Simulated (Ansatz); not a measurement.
**CH6BGeN: rigid scan of one bond length from a Python script**

Aim: a rigid scan of one bond length, for CH6BGeN, run from a script.

Program: the Python package of Ansatz 0.2.0. Level of theory: r2SCAN0/def2-SVP. These are calculated values, not measurements.

## 1. Starting point

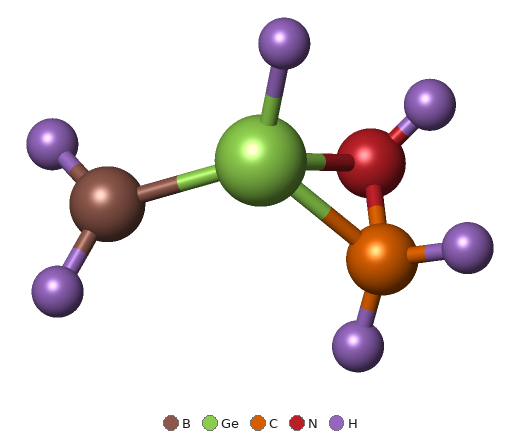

The starting structure, viewed from a chosen angle; boron brown, germanium green, carbon orange, nitrogen red, hydrogen purple.

The script holds or builds the structure itself.

## 2. The code

scan.py

```python
'''Stretching a bond of CH6BGeN, the rest held rigid.'''

from dataclasses import dataclass

import ansatz as az
from ase import Atoms
import matplotlib.pyplot as plt
import numpy as np


@dataclass
class Options:
    basis_set: str = 'def2-SVP'
    functional: str = 'r2scan0'


cfg = Options()


def main() -> None:
    atoms = Atoms(['B', 'Ge', 'C', 'N', 'H', 'H', 'H', 'H', 'H', 'H'], positions=[
        (-1.4864, 1.0035, -0.7771),
        (0.3446, 0.6185, -0.2051),
        (0.4825, -0.7466, 1.1068),
        (0.6393, -1.2822, -0.19),
        (-1.8823, 0.7835, -1.9047),
        (-2.2904, 1.5605, -0.03),
        (1.6055, 1.2287, -0.9231),
        (1.5285, -0.7561, 1.6493),
        (-0.4251, -0.9856, 1.6864),
        (1.567, -1.4753, -0.4095),
    ])
    mol = az.Crystal.molecule_from_ase(atoms)

    symbols = [site.symbol for site in mol.cartesian_sites]
    start = np.array([site.position_ang for site in mol.cartesian_sites])
    axis = (start[5] - start[0]) / np.linalg.norm(start[5] - start[0])
    moving = [5]
    lengths, energies = [1.05, 1.13, 1.23, 1.35, 1.54, 1.85, 2.22, 2.71], []
    for length in lengths:
        xyz = start.copy()
        xyz[moving] += (length - np.linalg.norm(start[5] - start[0])) * axis
        point = az.Crystal.molecule()
        for symbol, xyz in zip(symbols, xyz):
            point = point.atom(symbol, xyz.tolist())
        model = (
            point.calculation()
            .basis(gaussian=cfg.basis_set)
            .functional(cfg.functional)
        )
        r = model.run(threads=1, pin='off').report
        energies.append(r['free_energy_ev'])
        print(f'r = {length:6.3f} A  E = {energies[-1]:.5f} eV  <S^2> = {abs(r["mean_field"]["state"]["spin_squared"]):.3f}')

    print('energy above the lowest point (eV):', [round(e - min(energies), 3) for e in energies])
    plt.figure(figsize=(4.5, 3))
    plt.plot(lengths, np.array(energies) - min(energies), 'o-')
    plt.xlabel('bond length (A)')
    plt.ylabel('E - E(min) (eV)')
    plt.tight_layout()
    plt.savefig('scan.png', dpi=100)


if __name__ == '__main__':
    main()
```

## 3. What the engine is handed

The package turns the script's settings into the engine's input (first run):

```yaml
crystal:
  periodic: [false, false, false]
  atoms:
    - { symbol: B, position_ang: [-1.4864, 1.0035, -0.7771] }
    - { symbol: Ge, position_ang: [0.3446, 0.6185, -0.2051] }
    - { symbol: C, position_ang: [0.4825, -0.7466, 1.1068] }
    - { symbol: "N", position_ang: [0.6393, -1.2822, -0.19] }
    - { symbol: H, position_ang: [-1.8823, 0.7835, -1.9047] }
    - { symbol: H, position_ang: [-2.172305592362621, 1.4786858394850497, -0.1397367312759774] }
    - { symbol: H, position_ang: [1.6055, 1.2287, -0.9231] }
    - { symbol: H, position_ang: [1.5285, -0.7561, 1.6493] }
    - { symbol: H, position_ang: [-0.4251, -0.9856, 1.6864] }
    - { symbol: H, position_ang: [1.567, -1.4753, -0.4095] }
basis:
  gaussian:
    orbitals: def2-SVP
hamiltonian:
  xc: r2scan0
```

## 4. The run

Run with:

```bash
$ python scan.py
```

Standard output:

```text
r =  1.050 A  E = -59803.01867 eV  <S^2> = 0.000
r =  1.130 A  E = -59803.31265 eV  <S^2> = 0.000
r =  1.230 A  E = -59803.37612 eV  <S^2> = 0.000
r =  1.350 A  E = -59803.17684 eV  <S^2> = 0.000
r =  1.540 A  E = -59802.55621 eV  <S^2> = 0.000
r =  1.850 A  E = -59801.32972 eV  <S^2> = 0.000
r =  2.220 A  E = -59800.00109 eV  <S^2> = 0.000
r =  2.710 A  E = -59798.67896 eV  <S^2> = 0.000
energy above the lowest point (eV): [0.357, 0.063, 0.0, 0.199, 0.82, 2.046, 3.375, 4.697]
```

Wall time 60 s (1 thread of Arm Neoverse V2, shared host); peak memory 0.34 GiB.

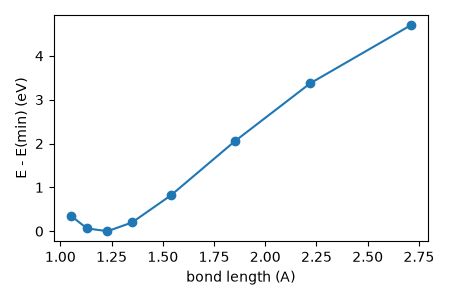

The script's own figure, scan.png.

## 5. What changed from run to run

The engine's inputs for some of the other runs:

Run 2, against run 1:

```diff
@@ -9 +9 @@
-    - { symbol: H, position_ang: [-2.172305592362621, 1.4786858394850497, -0.1397367312759774] }
+    - { symbol: H, position_ang: [-2.2245650660664396, 1.5148904748743868, -0.0911757203255758] }
```

Run 3, against run 1:

```diff
@@ -9 +9 @@
-    - { symbol: H, position_ang: [-2.172305592362621, 1.4786858394850497, -0.1397367312759774] }
+    - { symbol: H, position_ang: [-2.2898894081962133, 1.5601462691110581, -0.030474456637573595] }
```

Run 8, against run 1:

```diff
@@ -9 +9 @@
-    - { symbol: H, position_ang: [-2.172305592362621, 1.4786858394850497, -0.1397367312759774] }
+    - { symbol: H, position_ang: [-3.2566896717168596, 2.2299320238137947, 0.8679042459448582] }
```

## 6. Run by run

From the records of these 8 runs:

```
run  distance (Å)  energy from run 3 (eV)  SCF cycles  CPU time (s)
  1          1.05                  0.3574          19           7.3
  2          1.13                  0.0635          19           7.3
  3          1.23                  0.0000          19           7.4
  4          1.35                  0.1993          19           7.3
  5          1.54                  0.8199          20           7.3
  6          1.85                  2.0464          21           7.7
  7          2.22                  3.3750          20           7.3
  8          2.71                  4.6972          22           7.5
```

## 7. Results

| quantity | value |
| --- | --- |
| runs compared | 8 |
| range of energy | 4.697 eV |
| lowest point, distance (Å) | 1.23 |

What this shows: The curve has its lowest point inside the range, at 1.23. The ends stand 0.357 and 4.7 eV above it. The distance scanned is the script's pair 0, 5. Total energies depend on the basis set; only differences at equal settings carry meaning. The rest of the molecule is held rigid at a force-field or estimated start geometry, and the basis set is modest; single-reference methods fail as a bond breaks.
